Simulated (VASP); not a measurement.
Band structure of Sc (hcp). Level of theory: revPBE GGA, VASP's PBE PAW potentials (set 64) (plane waves; VASP).

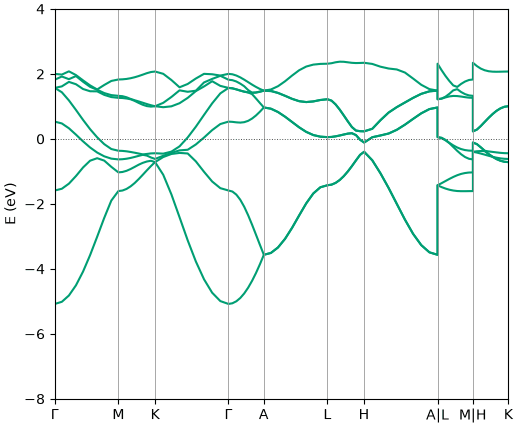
Figure. Bands along high-symmetry lines, zero at the valence-band maximum or, without a gap, the Fermi level

Read the plot: is there a gap, and where are the band edges?

It has no gap at this level: it comes out as a metal or semimetal. (Edges off the drawn lines would not show.)

The compound is Sc in the hcp structure. It was relaxed first.
